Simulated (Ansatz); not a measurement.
```tsv
atom	x (Å)	y (Å)	z (Å)
Al	-1.8073	-0.4533	-0.7555
B	-0.8558	-1.4103	0.9943
Si	-2.6636	-1.1970	1.2175
H	0.3313	-1.6142	0.9889
H	-1.5502	0.1544	-2.1978
```

Geometry: PBE0-D3(BJ)/def2-SVP.

The calculation used isolated molecule in a Gaussian basis; Kohn-Sham density functional theory, functional PBE0 in Ansatz 0.2.0.

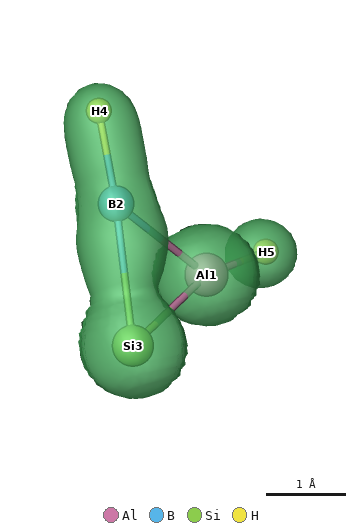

AlBH$_{2}$Si. Isosurface of the electron density at 0.6 e/Å³ (green), seen at an oblique angle.

How is the density connected at this value?

Answer. At this value the surface falls into three separate pieces. It bridges the sampled Si–B (1.83 Å) and B–H (1.20 Å) contacts, where the density stays above the isovalue. It is pinched off along the sampled Al–B (2.21 Å) and Al–Si (2.28 Å) contacts. On the grid the lowest density along these lines, outside the cores, is 0.78 e/Å³ (Si–B, 1.83 Å), 0.4 e/Å³ (Al–B, 2.21 Å), 0.4 e/Å³ (Al–Si, 2.28 Å) and 1.2 e/Å³ (B–H, 1.20 Å).
